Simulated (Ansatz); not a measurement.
# Gate voltage at the highest density: VSi2N4 monolayer

A layer charged from two gates alike needs a voltage that grows with the carrier density; the slope is e over the total capacitance.

**Method.** Ansatz 0.2.0, plane waves with PAW datasets (its set soft_2), PBE-D3(BJ); isolated slab, charged sheets 4.5 Å from the outer atoms behind model barriers, atoms held, Fermi-Dirac smearing of 0.02585 eV. The voltage is that of the gates (their mean) against the layer's Fermi level, from the uncharged case, which has a gap of 0.15 eV.

```tsv
run	added electrons (10¹³ per cm²)	gate voltage (V)
run 1	−1.00	−0.40
run 2	−2.00	−0.79
run 3	−4.00	−1.56
run 4	−7.00	−2.73
run 5	−11.00	?
```

**Question.** What value belongs in the row marked “?”, and how far can the other rows tell?

A least-squares line through the 4 rows shown has slope 0.3881 and intercept −0.0117; no row lies more than 0.01 V off it. The capacitance is 1.602/0.3881 = 4.13 µF/cm², against 3.94 µF/cm² for plates 4.5 Å apart in vacuum on both sides; it is the larger, as where the added charge has its centre outside the outer atoms (not examined here). At −11.00 it gives 0.3881 × (−11.00) + (−0.0117) = −4.28 V, beyond the rows fitted. Rounding and scatter of the rows alone allow about ±0.012 V there.

The run itself gives −4.30 V: a miss of −0.02 V, or 0.5 % of the value. The capacitance falls a little towards the highest density.

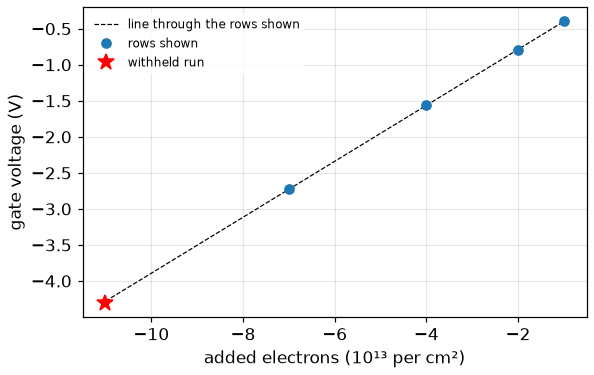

The fit and the withheld run.

Caveats: The gates are model sheets, not atoms, and low densities sample few k-points.

[Logs are printed without paths, hosts, clocks, repeated set-up lines and the standing remarks that a program may print on its own settings, such as how far it seeks lower states.]
